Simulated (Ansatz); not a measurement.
# GeO+ (quartet): PBE, BLYP, r2SCAN, B97M-V, PBE0, B3LYP, wB97M-V, B2PLYP over vertical gaps between states, def2-QZVPP, part 2 of 2

Ansatz 0.2.0, Gaussian basis; def2-QZVPP, all electrons in the functionals, frozen cores in the correlation of double hybrids and RPA. Earlier steps stand in the parts before.

## 17. B3LYP, charge 1, quartet

File in.yaml:

```yaml
crystal:
  periodic: [false, false, false]
  atoms:
    - {symbol: Ge, position_ang: [0.000000, 0.000000, 0.000000]}
    - {symbol: O, position_ang: [0.000000, 0.000000, 2.423400]}
basis:
  gaussian: {orbitals: "def2-QZVPP.json"}
total_charge: 1
magnetization: {spin_polarized: true, initial_magnetization: 3}
hamiltonian: {xc: {name: B3LYP}}
```

Run with:

```sh
ansatz run in.yaml --threads 1 --pin off --events-out ev --progress --plain --max-ram 2393MiB
```

The log of the run, shortened:

```text
Functional definition: B3LYP
  name "B3LYP"
  cite "Stephens, Devlin, Chabalowski & Frisch, J. Phys. Chem. 98, 11623 (1994) doi:10.1021/j100096a001"
  cite "Becke, Phys. Rev. A 38, 3098 (1988) doi:10.1103/PhysRevA.38.3098"
  cite "Lee, Yang & Parr, Phys. Rev. B 37, 785 (1988) doi:10.1103/PhysRevB.37.785"
  cite "Vosko, Wilk & Nusair, Can. J. Phys. 58, 1200 (1980) doi:10.1139/p80-159"
[...]
726 factors; their error is unknown
[...]
mean field -58554.62713115 eV, -2151.8428573180 hartree, gradient 1.0e-5 eV, S^2 3.759508; 5 other end points of the search recorded, 0 dependent functions left out
reference -58554.62731838 eV, -2151.8428641984 hartree; 21, 18 occupied and 125, 128 virtual orbitals, 726 factors
Total energy: -58554.62731838 eV, -2151.8428641984 hartree
```

Wall time 20 s (1 thread of Arm Neoverse V2, shared host); peak memory 0.36 GiB.

From the report: ⟨S²⟩ of the determinant 3.760 (pure quartet: 3.75).

## 18. B3LYP, charge 1, doublet

in.yaml, as its differences from that of step 17:

```diff
@@ -8,3 +8,3 @@
 total_charge: 1
-magnetization: {spin_polarized: true, initial_magnetization: 3}
+magnetization: {spin_polarized: true, initial_magnetization: 1}
 hamiltonian: {xc: {name: B3LYP}}
```

Launched as before.

The log of the run, shortened:

```text
Functional definition: B3LYP
  name "B3LYP"
  cite "Stephens, Devlin, Chabalowski & Frisch, J. Phys. Chem. 98, 11623 (1994) doi:10.1021/j100096a001"
  cite "Becke, Phys. Rev. A 38, 3098 (1988) doi:10.1103/PhysRevA.38.3098"
  cite "Lee, Yang & Parr, Phys. Rev. B 37, 785 (1988) doi:10.1103/PhysRevB.37.785"
  cite "Vosko, Wilk & Nusair, Can. J. Phys. 58, 1200 (1980) doi:10.1139/p80-159"
[...]
726 factors; their error is unknown
[...]
mean field -58555.84641398 eV, -2151.8876651354 hartree, gradient 1.9e-5 eV, S^2 0.921625; 10 other end points of the search recorded, 0 dependent functions left out
reference -58555.84660475 eV, -2151.8876721462 hartree; 20, 19 occupied and 126, 127 virtual orbitals, 726 factors
Total energy: -58555.84660475 eV, -2151.8876721462 hartree
```

It took 35 s on 1 thread of Arm Neoverse V2, shared host; peak memory 0.36 GiB.

From the report: ⟨S²⟩ of the determinant 0.922 (pure doublet: 0.75).

From charge 1, quartet: -1.219 eV.

## 19. B3LYP, charge 1, sextet

in.yaml, as its differences from that of step 18:

```diff
@@ -8,3 +8,3 @@
 total_charge: 1
-magnetization: {spin_polarized: true, initial_magnetization: 1}
+magnetization: {spin_polarized: true, initial_magnetization: 5}
 hamiltonian: {xc: {name: B3LYP}}
```

Launched as before.

The log of the run, shortened:

```text
Functional definition: B3LYP
  name "B3LYP"
  cite "Stephens, Devlin, Chabalowski & Frisch, J. Phys. Chem. 98, 11623 (1994) doi:10.1021/j100096a001"
  cite "Becke, Phys. Rev. A 38, 3098 (1988) doi:10.1103/PhysRevA.38.3098"
  cite "Lee, Yang & Parr, Phys. Rev. B 37, 785 (1988) doi:10.1103/PhysRevB.37.785"
  cite "Vosko, Wilk & Nusair, Can. J. Phys. 58, 1200 (1980) doi:10.1139/p80-159"
[...]
726 factors; their error is unknown
[...]
mean field -58549.48386507 eV, -2151.6538457756 hartree, gradient 3.9e-5 eV, S^2 8.762865; 2 other end points of the search recorded, 0 dependent functions left out
reference -58549.48405584 eV, -2151.6538527863 hartree; 22, 17 occupied and 124, 129 virtual orbitals, 726 factors
Total energy: -58549.48405584 eV, -2151.6538527863 hartree
```

Wall time 5.5 s (1 thread of Arm Neoverse V2, shared host); peak memory 0.26 GiB.

From the report: ⟨S²⟩ of the determinant 8.763 (pure sextet: 8.75).

From charge 1, quartet: +5.143 eV.

## 20. wB97M-V, charge 1, quartet

in.yaml, as its differences from that of step 19:

```diff
@@ -8,3 +8,4 @@
 total_charge: 1
-magnetization: {spin_polarized: true, initial_magnetization: 5}
-hamiltonian: {xc: {name: B3LYP}}
+magnetization: {spin_polarized: true, initial_magnetization: 3}
+hamiltonian: {xc: {name: wB97M-V}}
+output: {orbitals: {seedname: orbitals}}
```

Same command.

The log of the run, shortened:

```text
Functional definition: wB97M-V
  name "wB97M-V"
  cite "Mardirossian & Head-Gordon, J. Chem. Phys. 144, 214110 (2016) doi:10.1063/1.4952647"
  cite "Becke, J. Chem. Phys. 107, 8554 (1997) doi:10.1063/1.475007"
  cite "Vydrov & Van Voorhis, J. Chem. Phys. 133, 244103 (2010) doi:10.1063/1.3521275"
  # Of w^i u^j: cxij and so on, Table III.
[...]
  gx(w, u) = 1 - cx + cx01*u + cx10*w
  gss(w, u) = css00 + css04*u^4 + css10*w + css20*w^2 + css43*w^4*u^3
  gos(w, u) = cos00 + cos10*w + (cos20 + cos21*u)*w^2 + (cos60 + cos61*u)*w^6
[...]
      + integral(e_c_pw_mod_opposite_spin*gos(b97_w_opposite, b97_u_opposite)) + vv10(b, c)
714 factors; their error is unknown
121 factors; integrals over basis functions are off by at most 5.8e-5 eV
[...]
mean field -58549.78913306 eV, -2151.6650641674 hartree, gradient 7.3e-6 eV, S^2 3.760582; 5 other end points of the search recorded, 0 dependent functions left out
reference -58549.78916931 eV, -2151.6650654995 hartree; 21, 18 occupied and 125, 128 virtual orbitals, 714 factors
Total energy: -58549.78916931 eV, -2151.6650654995 hartree
```

It took 62 s on 1 thread of Arm Neoverse V2, shared host; peak memory 0.46 GiB.

From the report: ⟨S²⟩ of the determinant 3.761 (pure quartet: 3.75).

## 21. wB97M-V, charge 1, doublet

in.yaml, as its differences from that of step 20:

```diff
@@ -8,3 +8,3 @@
 total_charge: 1
-magnetization: {spin_polarized: true, initial_magnetization: 3}
+magnetization: {spin_polarized: true, initial_magnetization: 1}
 hamiltonian: {xc: {name: wB97M-V}}
```

Same command.

The log of the run, shortened:

```text
Functional definition: wB97M-V
  name "wB97M-V"
  cite "Mardirossian & Head-Gordon, J. Chem. Phys. 144, 214110 (2016) doi:10.1063/1.4952647"
  cite "Becke, J. Chem. Phys. 107, 8554 (1997) doi:10.1063/1.475007"
  cite "Vydrov & Van Voorhis, J. Chem. Phys. 133, 244103 (2010) doi:10.1063/1.3521275"
  # Of w^i u^j: cxij and so on, Table III.
[...]
  gx(w, u) = 1 - cx + cx01*u + cx10*w
  gss(w, u) = css00 + css04*u^4 + css10*w + css20*w^2 + css43*w^4*u^3
  gos(w, u) = cos00 + cos10*w + (cos20 + cos21*u)*w^2 + (cos60 + cos61*u)*w^6
[...]
      + integral(e_c_pw_mod_opposite_spin*gos(b97_w_opposite, b97_u_opposite)) + vv10(b, c)
714 factors; their error is unknown
121 factors; integrals over basis functions are off by at most 5.8e-5 eV
[...]
mean field -58550.68783286 eV, -2151.6980907758 hartree, gradient 5.0e-6 eV, S^2 0.884705; 10 other end points of the search recorded, 0 dependent functions left out
reference -58550.68787216 eV, -2151.6980922203 hartree; 20, 19 occupied and 126, 127 virtual orbitals, 714 factors
Total energy: -58550.68787216 eV, -2151.6980922203 hartree
```

Wall time 68 s (1 thread of Arm Neoverse V2, shared host); peak memory 0.5 GiB.

From the report: ⟨S²⟩ of the determinant 0.885 (pure doublet: 0.75).

From charge 1, quartet: -0.899 eV.

## 22. wB97M-V, charge 1, sextet

in.yaml, as its differences from that of step 21:

```diff
@@ -8,3 +8,3 @@
 total_charge: 1
-magnetization: {spin_polarized: true, initial_magnetization: 1}
+magnetization: {spin_polarized: true, initial_magnetization: 5}
 hamiltonian: {xc: {name: wB97M-V}}
```

Launched as before.

The log of the run, shortened:

```text
Functional definition: wB97M-V
  name "wB97M-V"
  cite "Mardirossian & Head-Gordon, J. Chem. Phys. 144, 214110 (2016) doi:10.1063/1.4952647"
  cite "Becke, J. Chem. Phys. 107, 8554 (1997) doi:10.1063/1.475007"
  cite "Vydrov & Van Voorhis, J. Chem. Phys. 133, 244103 (2010) doi:10.1063/1.3521275"
  # Of w^i u^j: cxij and so on, Table III.
[...]
  gx(w, u) = 1 - cx + cx01*u + cx10*w
  gss(w, u) = css00 + css04*u^4 + css10*w + css20*w^2 + css43*w^4*u^3
  gos(w, u) = cos00 + cos10*w + (cos20 + cos21*u)*w^2 + (cos60 + cos61*u)*w^6
[...]
      + integral(e_c_pw_mod_opposite_spin*gos(b97_w_opposite, b97_u_opposite)) + vv10(b, c)
714 factors; their error is unknown
121 factors; integrals over basis functions are off by at most 5.8e-5 eV
[...]
mean field -58544.69456479 eV, -2151.4778422369 hartree, gradient 2.3e-5 eV, S^2 8.768781; 2 other end points of the search recorded, 0 dependent functions left out
reference -58544.69459940 eV, -2151.4778435086 hartree; 22, 17 occupied and 124, 129 virtual orbitals, 714 factors
Total energy: -58544.69459940 eV, -2151.4778435086 hartree
```

Run time: 33 s. Hardware: 1 thread of Arm Neoverse V2, shared host; peak memory 0.48 GiB.

From the report: ⟨S²⟩ of the determinant 8.769 (pure sextet: 8.75).

From charge 1, quartet: +5.095 eV.

## 23. B2PLYP, charge 1, quartet

File in.yaml:

```yaml
crystal:
  periodic: [false, false, false]
  atoms:
    - {symbol: Ge, position_ang: [0.000000, 0.000000, 0.000000]}
    - {symbol: O, position_ang: [0.000000, 0.000000, 2.423400]}
basis:
  gaussian: {orbitals: "def2-QZVPP.json"}
total_charge: 1
magnetization: {spin_polarized: true, initial_magnetization: 3}
hamiltonian: {xc: {name: B2PLYP}}
correlation: {electrons: outside_noble_gas}
```

The command is unchanged.

The log of the run, shortened:

```text
Functional definition: B2PLYP
  name "B2PLYP"
  cite "Grimme, J. Chem. Phys. 124, 034108 (2006) doi:10.1063/1.2148954"
  cite "Becke, Phys. Rev. A 38, 3098 (1988) doi:10.1103/PhysRevA.38.3098"
  cite "Lee, Yang & Parr, Phys. Rev. B 37, 785 (1988) doi:10.1103/PhysRevB.37.785"
[...]
975 factors; integrals over basis functions are off by at most 1.4e-3 eV
[...]
mean field -58539.28804644 eV, -2151.2791563520 hartree, gradient 1.1e-6 eV, S^2 3.765168; 9 other end points of the search recorded, 0 dependent functions left out
15 core orbitals not correlated: weight in the atoms' cores, before any rotation towards them, 1.000 or more for the frozen orbitals, at most 0.000 for the correlated occupied ones
reference -58539.28816347 eV, -2151.2791606528 hartree; 6, 3 occupied and 125, 128 virtual orbitals, 975 factors
second order -6.58562989 eV of doubles, -0.00000000 eV of singles
Total energy: -58541.06628354 eV, -2151.3445053601 hartree
```

Run time: 37 s. Hardware: 1 thread of Arm Neoverse V2, shared host; peak memory 0.41 GiB.

From the report: ⟨S²⟩ of the determinant 3.765 (pure quartet: 3.75).

## 24. B2PLYP, charge 1, doublet

in.yaml, as its differences from that of step 23:

```diff
@@ -8,3 +8,3 @@
 total_charge: 1
-magnetization: {spin_polarized: true, initial_magnetization: 3}
+magnetization: {spin_polarized: true, initial_magnetization: 1}
 hamiltonian: {xc: {name: B2PLYP}}
```

Launched as before.

The log of the run, shortened:

```text
Functional definition: B2PLYP
  name "B2PLYP"
  cite "Grimme, J. Chem. Phys. 124, 034108 (2006) doi:10.1063/1.2148954"
  cite "Becke, Phys. Rev. A 38, 3098 (1988) doi:10.1103/PhysRevA.38.3098"
  cite "Lee, Yang & Parr, Phys. Rev. B 37, 785 (1988) doi:10.1103/PhysRevB.37.785"
[...]
975 factors; integrals over basis functions are off by at most 1.4e-3 eV
[...]
mean field -58539.66810453 eV, -2151.2931232292 hartree, gradient 1.9e-6 eV, S^2 1.146928; 10 other end points of the search recorded, 0 dependent functions left out
15 core orbitals not correlated: weight in the atoms' cores, before any rotation towards them, 1.000 or more for the frozen orbitals, at most 0.000 for the correlated occupied ones
reference -58539.66822456 eV, -2151.2931276402 hartree; 5, 4 occupied and 126, 127 virtual orbitals, 975 factors
second order -8.46539536 eV of doubles, -0.00000000 eV of singles
Total energy: -58541.95388130 eV, -2151.3771239763 hartree
```

Run time: 59 s. Hardware: 1 thread of Arm Neoverse V2, shared host; peak memory 0.44 GiB.

From the report: ⟨S²⟩ of the determinant 1.147 (pure doublet: 0.75).

From charge 1, quartet: -0.888 eV.

## 25. B2PLYP, charge 1, sextet

in.yaml, as its differences from that of step 24:

```diff
@@ -8,3 +8,3 @@
 total_charge: 1
-magnetization: {spin_polarized: true, initial_magnetization: 1}
+magnetization: {spin_polarized: true, initial_magnetization: 5}
 hamiltonian: {xc: {name: B2PLYP}}
```

Launched as before.

The log of the run, shortened:

```text
Functional definition: B2PLYP
  name "B2PLYP"
  cite "Grimme, J. Chem. Phys. 124, 034108 (2006) doi:10.1063/1.2148954"
  cite "Becke, Phys. Rev. A 38, 3098 (1988) doi:10.1103/PhysRevA.38.3098"
  cite "Lee, Yang & Parr, Phys. Rev. B 37, 785 (1988) doi:10.1103/PhysRevB.37.785"
[...]
975 factors; integrals over basis functions are off by at most 1.4e-3 eV
[...]
mean field -58534.48973205 eV, -2151.1028215508 hartree, gradient 4.6e-6 eV, S^2 8.777045; 6 other end points of the search recorded, 0 dependent functions left out
15 core orbitals not correlated: weight in the atoms' cores, before any rotation towards them, 0.999 or more for the frozen orbitals, at most 0.001 for the correlated occupied ones
reference -58534.48985139 eV, -2151.1028259363 hartree; 7, 2 occupied and 124, 129 virtual orbitals, 975 factors
second order -5.82636596 eV of doubles, -0.00000000 eV of singles
Total energy: -58536.06297020 eV, -2151.1606369863 hartree
```

It took 12 s on 1 thread of Arm Neoverse V2, shared host; peak memory 0.31 GiB.

From the report: ⟨S²⟩ of the determinant 8.777 (pure sextet: 8.75).

From charge 1, quartet: +5.003 eV.

## 26. The comparison

No level is safe as a reference over these points; RCCSD(T) serves as a yardstick only. It and the other wave-function rows come from earlier runs at the same points. Energies in eV, counted from charge 1, quartet; blanks weren't run or aren't comparable.

```tsv
level	quartet to doublet	quartet to sextet
RCCSD(T)	-1.134	4.673
PBE	-1.666	4.879
BLYP	-1.769	5.201
r2SCAN	-1.249	4.472
B97M-V	-1.223	4.972
PBE0	-0.959	4.789
B3LYP	-1.219	5.143
wB97M-V	-0.899	5.095
B2PLYP	-0.888	5.003
RHF	1.078	3.764
UHF	-0.132	3.757
RMP2	-1.007	4.574
RCCSD	-0.804	4.682
```

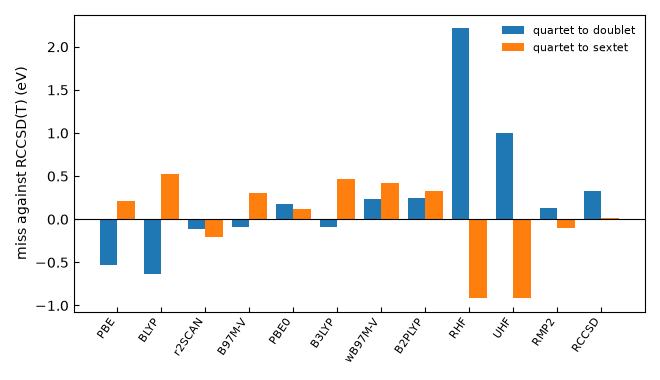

Misses of the gaps against RCCSD(T).

Largest miss and mean time a point (RCCSD(T) took 3.3 min a point; shared hosts):

```tsv
level	largest miss (eV)	where	time a point
PBE	-0.532	quartet to doublet	18 s
BLYP	-0.635	quartet to doublet	20 s
r2SCAN	-0.201	quartet to sextet	40 s
B97M-V	+0.300	quartet to sextet	59 s
PBE0	+0.175	quartet to doublet	21 s
B3LYP	+0.471	quartet to sextet	20 s
wB97M-V	+0.422	quartet to sextet	54 s
B2PLYP	+0.331	quartet to sextet	36 s
RHF	+2.212	quartet to doublet	
UHF	+1.002	quartet to doublet	
RMP2	+0.127	quartet to doublet	
RCCSD	+0.330	quartet to doublet
```

## 27. What came out

This closing draws on all 2 parts.

| quantity | value |
| --- | --- |
| quartet to doublet, RCCSD(T) | -1.134 eV |
| quartet to sextet, RCCSD(T) | 4.673 eV |
| largest miss, PBE | -0.532 eV (quartet to doublet) |
| largest miss, BLYP | -0.635 eV (quartet to doublet) |
| largest miss, r2SCAN | -0.201 eV (quartet to sextet) |
| largest miss, B97M-V | +0.300 eV (quartet to sextet) |
| largest miss, PBE0 | +0.175 eV (quartet to doublet) |
| largest miss, B3LYP | +0.471 eV (quartet to sextet) |
| largest miss, wB97M-V | +0.422 eV (quartet to sextet) |
| largest miss, B2PLYP | +0.331 eV (quartet to sextet) |

In words: Of the functionals, PBE0 keep the smallest largest miss at the points compared (at most 0.175 eV) and BLYP strays most (0.635 eV, at quartet to doublet). B2PLYP clearly breaks the spin symmetry at some points (⟨S²⟩ up to 0.40 above the pure value), so energy there is bought with a mixed spin. Functionals and the yardstick converge differently with the basis, so part of each miss in def2-QZVPP is the basis. The yardstick itself may be off where one determinant is a poor start.
